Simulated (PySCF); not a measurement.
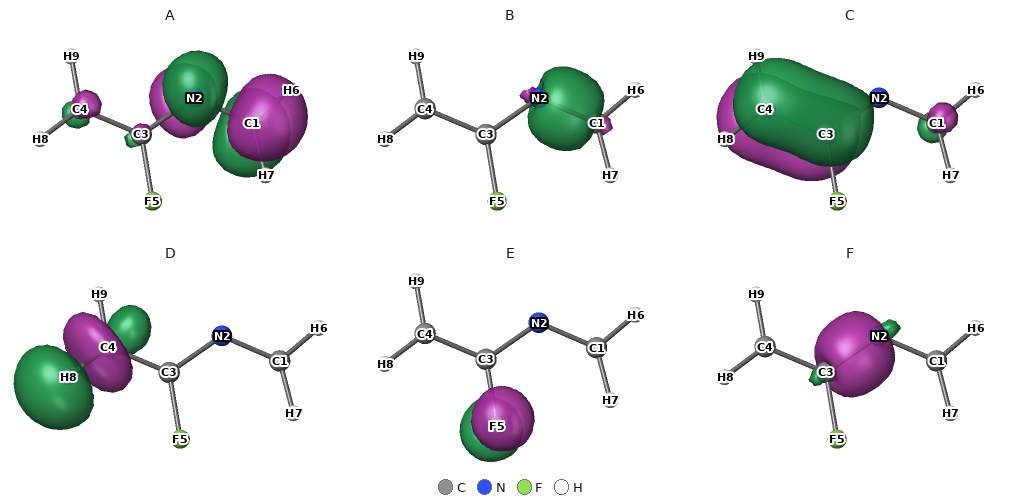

Figure. C$_{3}$H$_{4}$FN, SMILES `C=NC(=C)F`. Intrinsic bond orbitals (IBO), occupied and valence-virtual; each surface holds about 80 % of the orbital's density. Energies are diagonal elements of the Fock matrix.

PySCF calculation, LDA (SVWN)/def2-SVPD, gas phase; geometry: GFN2-xTB. No frequency check shows the geometry to be a minimum.

The calculation's input:

```python
import numpy as np
from pyscf import gto, scf, dft, lo
from pyscf.data.elements import chemcore

def solve(mol, dm0=None, hcore=None):
    mf = (dft.UKS if mol.spin else dft.RKS)(mol, xc='svwn')
    mf.grids.level = 3
    mf = mf.density_fit(auxbasis='def2-universal-jkfit')
    mf.conv_tol, mf.max_cycle = 1e-8, 80
    if hcore is not None:
        mf.get_hcore = lambda *args: hcore
    mf.kernel(dm0)
    if not mf.converged:
        mf = mf.newton().run(mf.mo_coeff, mf.mo_occ, max_cycle=30)
    assert mf.converged, 'SCF not converged'
    return mf

mol = gto.M(atom='''
C     -1.83705    -0.11550     0.00000
N     -0.72592    -0.71593     0.00000
C      0.46612    -0.05944     0.00000
C      1.63923    -0.68095     0.00000
F      0.43674     1.30896     0.00000
H     -2.73115    -0.72035     0.00000
H     -1.96032     0.96865     0.00000
H      2.56086    -0.12930     0.00000
H      1.67162    -1.75273     0.00000
''', basis='def2-svpd', charge=0, spin=0, verbose=4)
mf = solve(mol)
occ_all = mf.mo_coeff[:, mf.mo_occ > 0]
occ = occ_all[:, chemcore(mol):]
loc = lo.ibo.ibo(mol, occ, iaos=lo.iao.iao(mol, occ_all))
fock, s = mf.get_fock(), mf.get_ovlp()
ortho = lo.orth_ao(mol, 'meta_lowdin')
ortho = lo.vec_lowdin(lo.iao.iao(mol, occ_all), s)
labels = lo.iao.reference_mol(mol).ao_labels(fmt=None)
vir = lo.vvo.livvo(mol, occ_all, mf.mo_coeff[:, mf.mo_occ == 0])
both = np.hstack([loc, vir])
p = (ortho.T @ s @ both) ** 2
pop = np.array([p[[l[0] == a for l in labels]].sum(0) for a in range(mol.natm)])
spd = np.array([[p[[l[0] == a and l[2][-1] == k for l in labels]].sum(0) for k in 'spd'] for a in range(mol.natm)])
eps = np.einsum('pi,pq,qi->i', both, fock, both)
for i in np.argsort(eps):
    top = np.argsort(-pop[:, i])[:3]
    print('%3d %s %9.4f Eh ' % (i + 1, 'occ' if i < loc.shape[1] else 'vir', eps[i]), '  '.join('%s%d %.3f' % (mol.atom_symbol(a), a + 1, pop[a, i]) for a in top))
np.savez('result.npz', c=both, nocc=loc.shape[1], pop=pop, spd=spd, eps=eps, e=mf.e_tot)
```

Run with:

```sh
OMP_NUM_THREADS=1 python input.py
```

The run took 14 s on 1 thread of Arm Neoverse V1 (shared host), peak memory 0.27 GiB.

### Identify each orbital.

By panel:
- A: π* orbital C1–N2 (C1 54 %, N2 41 %, C4 4 %; −1.4 eV)
- B: σ bond N2–C1 (N2 56 %, C1 43 %; −19.6 eV)
- C: π bond C4–C3 (C4 48 %, C3 46 %, C1 4 %; −7.9 eV)
- D: σ* orbital H8–C4 (H8 59 %, C4 41 %; 8.3 eV)
- E: lone pair on F5 (p-type) (F5 96 %; −10.5 eV)
- F: σ bond N2–C3 (N2 55 %, C3 44 %; −18.3 eV)

### How do all the valence pairs divide up?

14 pairs: 8 σ bonds, 4 lone pairs and 2 two-centre π bonds.
